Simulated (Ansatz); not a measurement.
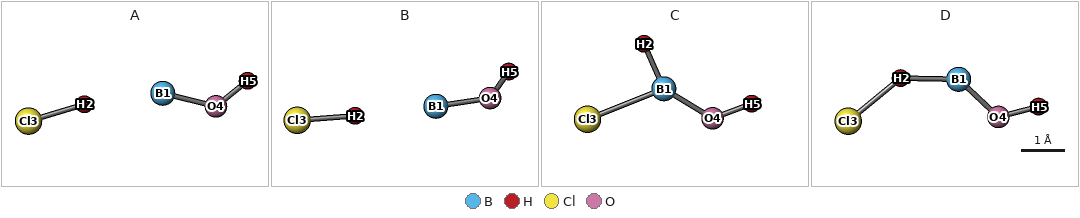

4 geometries from a converged minimum-energy path of BH2OCl, shuffled. A ball-and-stick model, seen face on.

Level of theory: RKS PBE-D4/def2-mTZVP in Ansatz 0.2.0. Set-up: 5 movable images; climbing image; force threshold 0.03 eV/Å; iteration limit 60; starting path through a guess of the saddle point.

**One of them is the converged climbing image. Which?**

D. In order along the path, whose images run from 0 to 6: C (image 1, +20.8 kcal/mol), D (image 3, +77.8 kcal/mol), A (image 5, +77.3 kcal/mol), B (image 6, +77.1 kcal/mol). Breaking: B1–Cl3 (1.77 → 2.78 at the top → 3.28 Å), B1–H2 (1.20 → 1.37 at the top → 1.92 Å). Forming: H2–Cl3 (2.57 → 1.60 at the top → 1.37 Å).

The run took 81 s on 1 thread of Intel(R) Xeon(R) 6975P-C (Granite Rapids), with other jobs on the host, peak memory 0.12 GiB.
